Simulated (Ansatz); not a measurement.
# AlNi: an energy map of one atom

Aim: for AlNi, map the energy of atom 2 (Ni) over a plane.

Method: DFT PBEsol, scalar-relativistic, plane waves, PAW, in Ansatz 0.2.0.

## Step 1: The structure to begin with

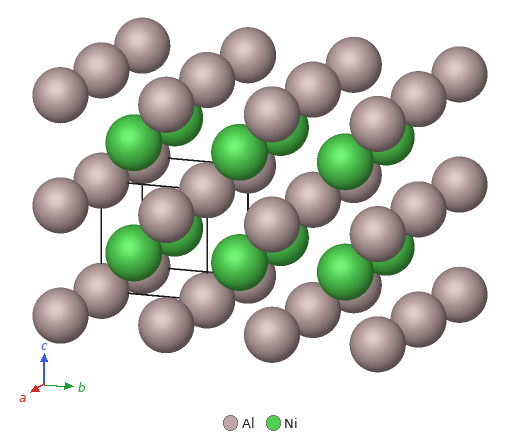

Start, viewed slightly off an axis; aluminium light grey, nickel green. 2×3×2 cells are drawn. Atoms on the faces are drawn again on the opposite ones.

Structure file:

```xyz
2
Lattice="2.8810 0.0000 0.0000 0.0000 2.8810 0.0000 0.0000 0.0000 2.8810" Properties=species:S:1:pos:R:3 pbc="T T T"
Al    0.0000    0.0000    0.0000
Ni    1.4405    1.4405    1.4405
```

The cell is taken as given, not relaxed at this level.

## Step 2: Zero of energy

Reference values: F = -6330.8636 eV; pressure -3.26 GPa; largest force 0.000 eV/Å; gap on the mesh none (metal). It was computed beforehand with the settings of the runs below.

## Step 3: Next: an energy map of one atom

Atom 2 (Ni) is moved by p along (1.000, 0.000, 0.000) and q along (0.000, 0.000, 1.000) (Å), all else fixed; its images in the other cells move with it. Points alike by symmetry are run once.

## Step 4: Point p = -0.200, q = -0.200

input.yaml

```yaml
crystal:
  lattice:
    - [2.881, 0.0, 0.0]
    - [0.0, 2.881, 0.0]
    - [0.0, 0.0, 2.881]
  atoms:
    - { symbol: Al, position: [0.0, 0.0, 0.0] }
    - { symbol: Ni, position: [0.4305796598, 0.5, 0.4305796598] }
basis:
  ecutwfc: 420
kpoints:
  mp_grid: { grid: [16, 16, 16] }
hamiltonian:
  xc: pbesol
scf:
  occupations: { method: gaussian, width: 0.15 }
output:
  forces: true
  stress: true
  eigenvalues: true
```

Launch:

```console
$ ansatz run input.yaml --threads 1 --pin off --max-ram 2560MiB --backend cpu --events-out ev --progress --plain --runs-dir out
```

Standard output, shortened:

```text
Warning: RAYON_NUM_THREADS=1 ignored (pool sized by the plan → 1); use --threads N
[...]
Pseudopotentials: kind: paw
Pseudopotential: Al, paw, valence charge 3, recommended cutoff 420 eV (normal), Al.paw.azcp
Pseudopotential: Ni, paw, valence charge 18, recommended cutoff 420 eV (normal), Ni.paw.azcp
Functional definition: PBEsol
[...]
Crystal: 2 atoms, lattice volume = 23.913 Å³
Basis set: ecut = 420 eV, 461 PW (Γ), exchange–correlation on 40×40×40 points (8 copies of the dense FFT grid, shifted against one another)
Bands: 15, of which v1, the nominal top of the filled ones, is band 11 counted from 1 (10 counted from 0)
Symmetry: 4 space group operations
Space group: Amm2 (ITA 38), of the structure as read, at distance tolerance 2.9e-5 Å
k-points: 657 of 4096 (time reversal used)
[...]
SCF iter   1: F=—  HF=-6330.623703 eV  |F-HF|=—  |Δ(HF+E_count)|=         —  Δρ=1.71e-2  dr2=3.99e-2  ethr=1.77e-3  ⟨swp⟩=4.5  Hψ=44297  notcnv=0
[...]
SCF iter   6: F=-6330.618134 eV  HF=-6330.618134 eV  |F-HF|=4.64e-11  |Δ(HF+E_count)|=   4.29e-9  Δρ=1.65e-6  dr2=4.09e-10  ethr=3.51e-10  ⟨swp⟩=3.8  Hψ=36965  notcnv=0
[...]
SCF converged after 6 iterations
Free energy (F): -6330.618134 eV
[...]
E sigma→0 (E₀):  -6330.613849 eV
Entropy (-TS):   -0.008571 eV (-4.286 meV/atom)
Fermi energy:    13.821873 eV
[...]
--- Forces (eV/Å), atoms counted from 1 ---
  atom   1  Al    -1.30592954     0.00000000    -1.30592954
  atom   2  Ni     1.30593253     0.00000000     1.30593253
[...]
--- Stress (GPa, compression-positive) ---
        1.278970       0.000000       5.540418
        0.000000       3.753358       0.000000
        5.540418       0.000000       1.278970
  P = ⅓ Tr σ = 2.1038 GPa (21.038 kbar)
--- Band table (eV; the first three rows and the last of 657) ---
  k-point 0: bands = ["-89.1957", "-49.7612", "-49.7584", "-49.7219", "2.7018", "10.4884", "10.5326", "12.1656", "12.2644", "12.2806", "19.2707", "19.3416", "19.4667", "22.0622", "22.0723"]
[...]
```

Run time: 16 s. Hardware: 1 thread of Arm Neoverse V2, shared host; peak memory 0.53 GiB.

## Step 5: p = -0.200, q = 0.000

Edit input.yaml of step 4 so:

```diff
@@ -7,3 +7,3 @@
     - { symbol: Al, position: [0.0, 0.0, 0.0] }
-    - { symbol: Ni, position: [0.4305796598, 0.5, 0.4305796598] }
+    - { symbol: Ni, position: [0.4305796598, 0.5, 0.5] }
 basis:
```

Launch:

```console
$ ansatz run input.yaml --threads 1 --pin off --max-ram 2560MiB --backend cpu --events-out ev --progress --plain --runs-dir out
```

Standard output, shortened:

```text
[...]
SCF converged after 6 iterations
Free energy (F): -6330.748664 eV
[...]
E sigma→0 (E₀):  -6330.744314 eV
Entropy (-TS):   -0.008701 eV (-4.351 meV/atom)
Fermi energy:    13.838144 eV
[...]
--- Forces (eV/Å), atoms counted from 1 ---
  atom   1  Al    -1.15003006    -0.00000000     0.00000000
  atom   2  Ni     1.15003080     0.00000000     0.00000000
[...]
--- Stress (GPa, compression-positive) ---
       -1.922993      -0.000000       0.000000
       -0.000000      -0.024894       0.000000
        0.000000       0.000000      -0.024894
  P = ⅓ Tr σ = -0.6576 GPa (-6.576 kbar)
--- Band table (eV; the first three rows and the last of 405) ---
  k-point 0: bands = ["-89.1707", "-49.7270", "-49.7270", "-49.7071", "2.6974", "10.5397", "10.5807", "12.2533", "12.2926", "12.2926", "19.3298", "19.3298", "19.3554", "22.0089", "22.0260"]
[...]
```

Run time: 9.7 s. Hardware: 1 thread of Arm Neoverse V2, shared host; peak memory 0.43 GiB.

## Step 6: p = -0.200, q = -0.100

Edit input.yaml of step 5 so:

```diff
@@ -7,3 +7,3 @@
     - { symbol: Al, position: [0.0, 0.0, 0.0] }
-    - { symbol: Ni, position: [0.4305796598, 0.5, 0.5] }
+    - { symbol: Ni, position: [0.4305796598, 0.5, 0.4652898299] }
 basis:
```

Launch:

```console
$ ansatz run input.yaml --threads 1 --pin off --max-ram 2560MiB --backend cpu --events-out ev --progress --plain --runs-dir out
```

Standard output, shortened:

```text
[...]
SCF converged after 6 iterations
Free energy (F): -6330.716050 eV
[...]
E sigma→0 (E₀):  -6330.711721 eV
Entropy (-TS):   -0.008659 eV (-4.330 meV/atom)
Fermi energy:    13.833972 eV
[...]
--- Forces (eV/Å), atoms counted from 1 ---
  atom   1  Al    -1.18908995     0.00000000    -0.65245206
  atom   2  Ni     1.18909153     0.00000000     0.65245216
[...]
--- Stress (GPa, compression-positive) ---
       -1.121598       0.000000       2.802565
        0.000000       0.920738       0.000000
        2.802565       0.000000       0.315424
  P = ⅓ Tr σ = 0.0382 GPa (0.382 kbar)
--- Band table (eV; the first three rows and the last of 1170) ---
  k-point 0: bands = ["-89.1770", "-49.7356", "-49.7348", "-49.7110", "2.6986", "10.5288", "10.5663", "12.2277", "12.2854", "12.2930", "19.2990", "19.3330", "19.4000", "22.0232", "22.0372"]
[...]
```

Wall time 28 s (1 thread of Arm Neoverse V2, shared host); peak memory 0.73 GiB.

## Step 7: p = -0.100, q = 0.000

Edit input.yaml of step 6 so:

```diff
@@ -7,3 +7,3 @@
     - { symbol: Al, position: [0.0, 0.0, 0.0] }
-    - { symbol: Ni, position: [0.4305796598, 0.5, 0.4652898299] }
+    - { symbol: Ni, position: [0.4652898299, 0.5, 0.5] }
 basis:
```

Launch:

```console
$ ansatz run input.yaml --threads 1 --pin off --max-ram 2560MiB --backend cpu --events-out ev --progress --plain --runs-dir out
```

Standard output, shortened:

```text
Warning: RAYON_NUM_THREADS=1 ignored (pool sized by the plan → 1); use --threads N
[...]
[... 4 set-up lines as earlier in the session ...]
[...]
Crystal: 2 atoms, lattice volume = 23.913 Å³
Basis set: ecut = 420 eV, 461 PW (Γ), exchange–correlation on 40×40×40 points (8 copies of the dense FFT grid, shifted against one another)
Bands: 15, of which v1, the nominal top of the filled ones, is band 11 counted from 1 (10 counted from 0)
Symmetry: 8 space group operations
Space group: P4mm (ITA 99), of the structure as read, at distance tolerance 2.9e-5 Å
k-points: 405 of 4096 (time reversal used)
[...]
SCF iter   1: F=—  HF=-6330.841078 eV  |F-HF|=—  |Δ(HF+E_count)|=         —  Δρ=1.81e-2  dr2=4.54e-2  ethr=1.77e-3  ⟨swp⟩=4.4  Hψ=27267  notcnv=0
[...]
SCF iter   6: F=-6330.834861 eV  HF=-6330.834861 eV  |F-HF|=7.82e-11  |Δ(HF+E_count)|=   1.02e-8  Δρ=2.03e-6  dr2=5.55e-10  ethr=3.79e-10  ⟨swp⟩=3.8  Hψ=22913  notcnv=0
[...]
SCF converged after 6 iterations
Free energy (F): -6330.834861 eV
[...]
E sigma→0 (E₀):  -6330.830490 eV
Entropy (-TS):   -0.008743 eV (-4.372 meV/atom)
Fermi energy:    13.850383 eV
[...]
--- Forces (eV/Å), atoms counted from 1 ---
  atom   1  Al    -0.57417673    -0.00000000     0.00000000
  atom   2  Ni     0.57417632     0.00000000     0.00000000
[...]
--- Stress (GPa, compression-positive) ---
       -2.910765      -0.000000       0.000000
       -0.000000      -2.448359       0.000000
        0.000000       0.000000      -2.448359
  P = ⅓ Tr σ = -2.6025 GPa (-26.025 kbar)
--- Band table (eV; the first three rows and the last of 405) ---
  k-point 0: bands = ["-89.1525", "-49.7026", "-49.7026", "-49.6976", "2.6952", "10.5907", "10.6008", "12.3035", "12.3132", "12.3132", "19.3235", "19.3235", "19.3302", "21.9773", "21.9821"]
[...]
```

Wall time 9.8 s (1 thread of Arm Neoverse V2, shared host); peak memory 0.43 GiB.

## Step 8: At p = -0.100, q = -0.100

Edit input.yaml of step 7 so:

```diff
@@ -7,3 +7,3 @@
     - { symbol: Al, position: [0.0, 0.0, 0.0] }
-    - { symbol: Ni, position: [0.4652898299, 0.5, 0.5] }
+    - { symbol: Ni, position: [0.4652898299, 0.5, 0.4652898299] }
 basis:
@@ -20 +20,5 @@
   eigenvalues: true
+  write_density: true
+  write_potential: true
+  elf: true
+  volumetric_format: npy
```

Launch:

```console
$ ansatz run input.yaml --threads 1 --pin off --max-ram 2560MiB --backend cpu --events-out ev --progress --plain --runs-dir out
```

Standard output, shortened:

```text
Warning: RAYON_NUM_THREADS=1 ignored (pool sized by the plan → 1); use --threads N
[...]
[... 4 set-up lines as earlier in the session ...]
[...]
Crystal: 2 atoms, lattice volume = 23.913 Å³
Basis set: ecut = 420 eV, 461 PW (Γ), exchange–correlation on 40×40×40 points (8 copies of the dense FFT grid, shifted against one another)
Bands: 15, of which v1, the nominal top of the filled ones, is band 11 counted from 1 (10 counted from 0)
[... 2 set-up lines as earlier in the session ...]
k-points: 657 of 4096 (time reversal used)
[...]
SCF iter   1: F=—  HF=-6330.811266 eV  |F-HF|=—  |Δ(HF+E_count)|=         —  Δρ=1.79e-2  dr2=4.43e-2  ethr=1.77e-3  ⟨swp⟩=4.5  Hψ=44277  notcnv=0
[...]
SCF iter   6: F=-6330.805183 eV  HF=-6330.805183 eV  |F-HF|=7.00e-11  |Δ(HF+E_count)|=   8.73e-9  Δρ=2.03e-6  dr2=5.28e-10  ethr=4.04e-10  ⟨swp⟩=6.8  Hψ=57696  notcnv=0
[...]
SCF converged after 6 iterations
Free energy (F): -6330.805183 eV
[...]
E sigma→0 (E₀):  -6330.800825 eV
Entropy (-TS):   -0.008715 eV (-4.357 meV/atom)
Fermi energy:    13.846172 eV
[...]
--- Forces (eV/Å), atoms counted from 1 ---
  atom   1  Al    -0.59377513     0.00000000    -0.59377513
  atom   2  Ni     0.59377831     0.00000000     0.59377831
[...]
--- Stress (GPa, compression-positive) ---
       -2.103311       0.000000       1.417597
        0.000000      -1.605171       0.000000
        1.417597       0.000000      -2.103311
  P = ⅓ Tr σ = -1.9373 GPa (-19.373 kbar)
--- Band table (eV; the first three rows and the last of 657) ---
  k-point 0: bands = ["-89.1587", "-49.7109", "-49.7106", "-49.7012", "2.6961", "10.5783", "10.5886", "12.2815", "12.3061", "12.3109", "19.3078", "19.3261", "19.3580", "21.9905", "21.9947"]
[...]
```

Wall time 23 s (1 thread of Arm Neoverse V2, shared host); peak memory 0.52 GiB.

Axes a, b and c in the maps are those of this run's conventional cell (a, b, c = 2.881, 4.074, 4.074 Å).

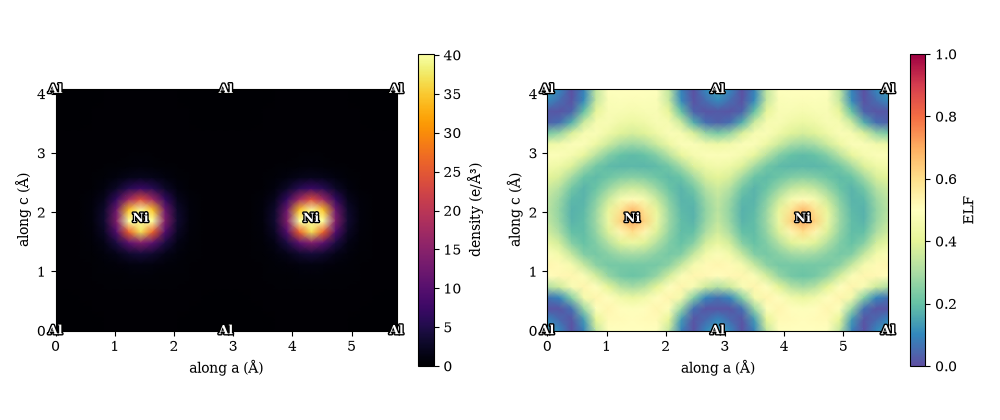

Density (left) and ELF (right) in a lattice plane of the grid's cell (edges 2.88 and 4.07 Å, at 0.000 of the third edge), which holds Al and Ni. Only atoms in the plane are labelled; the density scale stops at 40.13 e/Å³. Both are smooth fields of the valence electrons: close to the nuclei they are not physical.

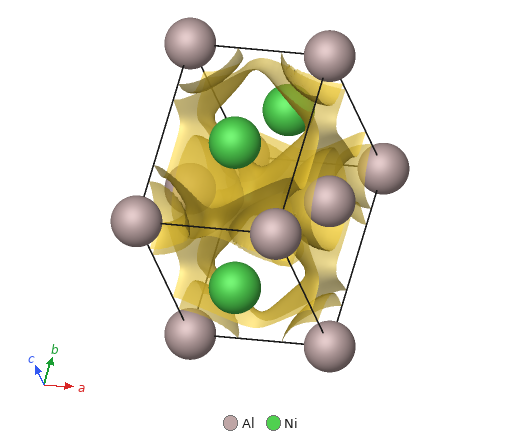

Surface of ELF = 0.47, drawn in one cell.

Maxima of ELF outside the ion cores: 0.54 in the shell around Al, 1.0 Å from Al; 0.53 beside Al, off the lines to its neighbours, 1.1 Å from Al.

## Step 9: The scan collected

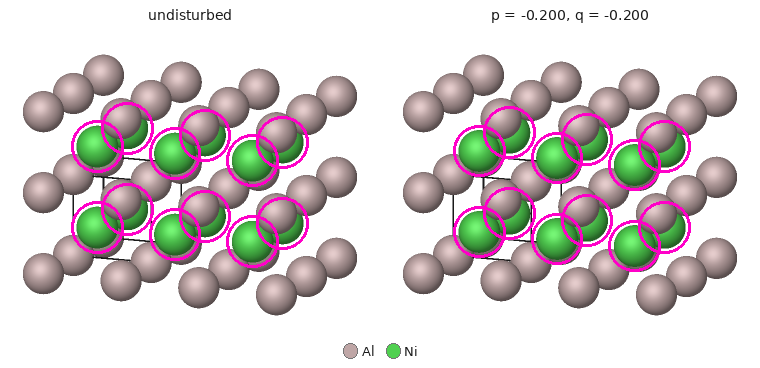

The undisturbed cell and the costliest point of the scan, at one scale, with neighbouring cells. Atom 2 and its images are ringed.

Energy above the undisturbed cell in eV/cell; points alike by symmetry are filled in, and a dash was not computed:

```csv
p \ q,-0.200,-0.100,0.000,0.100,0.200
-0.200,0.245,0.148,0.115,0.148,0.245
-0.100,0.148,0.058,0.029,0.058,0.148
0.000,0.115,0.029,0.000,0.029,0.115
0.100,0.148,0.058,0.029,0.058,0.148
0.200,0.245,0.148,0.115,0.148,0.245
```

Pressure in GPa:

| p \ q | -0.200 | -0.100 | 0.000 | 0.100 | 0.200 |
| --- | --- | --- | --- | --- | --- |
| -0.200 | 2.1 | 0.0 | -0.7 | 0.0 | 2.1 |
| -0.100 | 0.0 | -1.9 | -2.6 | -1.9 | 0.0 |
| 0.000 | -0.7 | -2.6 | -3.3 | -2.6 | -0.7 |
| 0.100 | 0.0 | -1.9 | -2.6 | -1.9 | 0.0 |
| 0.200 | 2.1 | 0.0 | -0.7 | 0.0 | 2.1 |

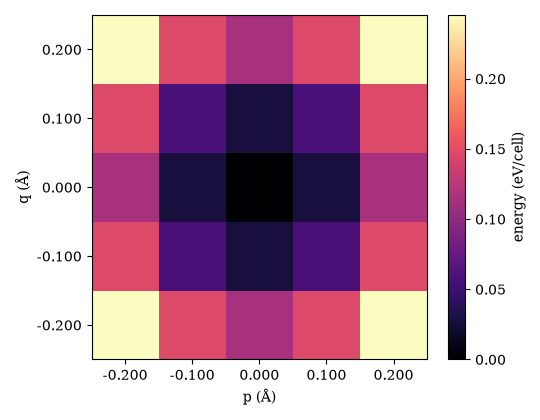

The energy map; blank cells were not computed.

## Step 10: Outcome

| quantity | value |
| --- | --- |
| highest point | 0.245 eV/cell at (p, q) = (-0.200, -0.200) |
| lowest point away from the origin | 0.029 eV/cell at (-0.100, 0.000) |

In words: No computed point lies below the origin. Read as harmonic, the points at ±0.100 Å give force constants of 5.74 eV/Å² along p and 5.74 eV/Å² along q, so the site is nearly isotropic in this plane. The final runs have no spin polarisation, so no magnetic state was tried and one may lie lower.
